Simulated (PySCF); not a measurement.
Vertical excitations of a molecule ClH6NSi2 from TDA-PBE/def2-SVPD (PySCF), as energy in eV (oscillator strength): 4.57 (0.013), 5.38 (0.011), 5.81 (0.011), 5.91 (0.020), 6.04 (0.005), 6.24 (0.122), 6.53 (0.071), 6.69 (0.042), 6.79 (0.009), 6.87 (0.008). Lowest triplet (TDA): 4.16 eV. Geometry optimised at B3LYP-D3(BJ)/def2-SVP. Other conformers were not sampled.

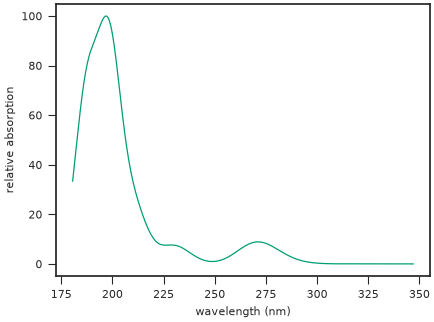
*The lines broadened by 0.4 eV.*

**Question.** Which molecule gave these data?
(A) N[SiH2][SiH2]Cl
(B) [SiH3]N[SiH2]Cl
(C) N[Si@@H]([SiH3])Cl

**Answer.** A, N[SiH2][SiH2]Cl
